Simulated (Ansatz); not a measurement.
**CH$_{7}$SSi$_{2}$ (doublet): density, localisation and related maps**

Input

```
crystal:
  periodic: [false, false, false]
  atoms:
    - {symbol: C, position_ang: [-0.815545, 1.899069, 0.492536]}
    - {symbol: Si, position_ang: [-0.561366, 0.232778, -0.299283]}
    - {symbol: S, position_ang: [1.541790, -0.208794, -0.237165]}
    - {symbol: Si, position_ang: [1.406298, -2.306184, -0.555383]}
    - {symbol: H, position_ang: [-0.489393, 1.886204, 1.534292]}
    - {symbol: H, position_ang: [-1.873534, 2.171986, 0.463747]}
    - {symbol: H, position_ang: [-0.249475, 2.668226, -0.037156]}
    - {symbol: H, position_ang: [-1.024520, 0.236660, -1.711135]}
    - {symbol: H, position_ang: [-1.292304, -0.838225, 0.430084]}
    - {symbol: H, position_ang: [2.800580, -2.825879, -0.584766]}
    - {symbol: H, position_ang: [0.622871, -2.972743, 0.524731]}
basis:
  gaussian: {orbitals: def2-TZVPP}
magnetization: {spin_polarized: true, initial_magnetization: 1}
hamiltonian: {xc: pbe0, dispersion: d4}
output: {orbitals: {seedname: orbitals}}
```

Command:

```sh
ansatz run in.yaml --threads 2 --pin off --events-out ev --progress --plain --max-ram 32768MiB --backend cpu
```

Geometry: PBE0-D4/def2-TZVP.

Computed with Ansatz 0.2.0, UKS PBE0-D4/def2-TZVPP.

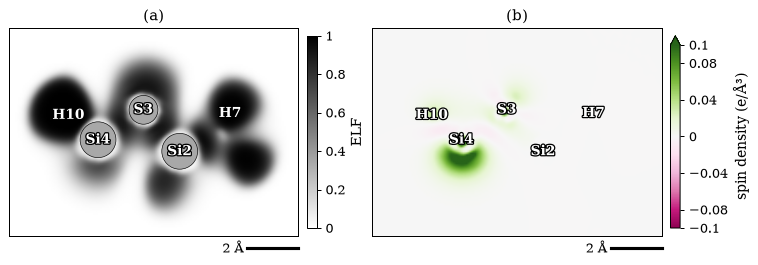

Figure 1. (a) electron localisation function; (b) spin density on the plane of atoms S3, Si4 and H10. Grey discs cover the atomic cores in the ELF map.

What do the fields say about this system?

- The plane passes through Si, S and H nuclei.
- Si–S (2.13 Å): the ELF peaks at about 0.90 between the atoms, as expected for a covalent bond.
- Si–H (1.49 Å): the ELF climbs to about 1 towards the hydrogen, as it does in any bond to H.
- The ELF also peaks beside S3, away from the bonds: non-bonding electrons, paired or unpaired.
- The unpaired spin (1 electron) lies mostly on Si4 (about 0.7) and S3 (about 0.1), in electrons by Hirshfeld's partition.

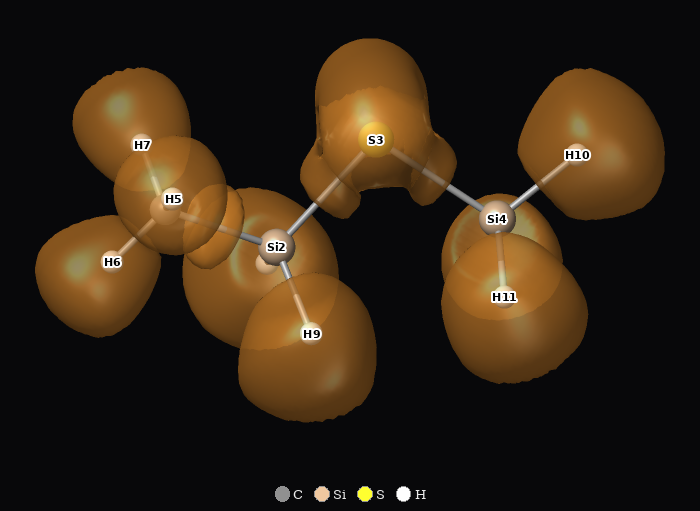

Figure 2. Isosurface of the ELF at 0.8 (orange), seen across its widest extent. Only the valence region is drawn (cores and ρ < 0.01 e/Å³ removed).

Describe the localisation domains.

The ELF exceeds this value in one region between bonded C–Si atoms (shared pairs), seven regions around hydrogen nuclei, one region on S in which the atom's valence shell and bonds are merged and one lobe on Si, pointing away from the bonds (non-bonding electrons).


C–Si (1.86 Å): the ELF peaks at about 0.95 between the atoms; localised, covalent bonding.

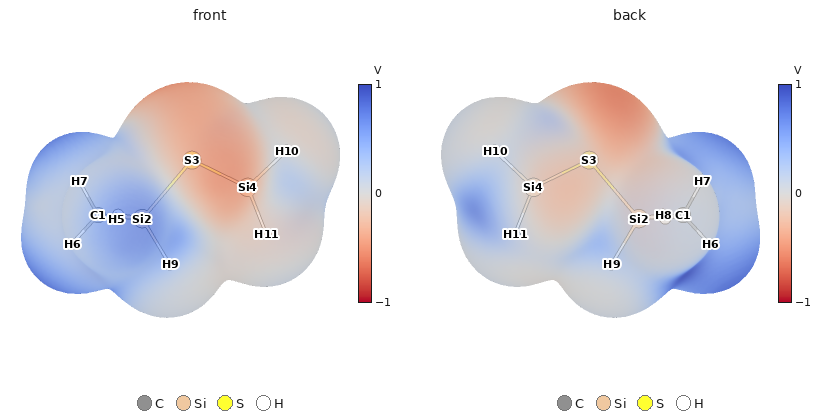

Figure 3. The electrostatic potential painted on the density surface at 0.001 e/bohr³, seen from the front and from behind; red is negative and blue positive.

Describe the electrostatic potential map.

The most negative region (about −0.6 V) lies over S3, the most positive (about +0.8 V) over Si2.
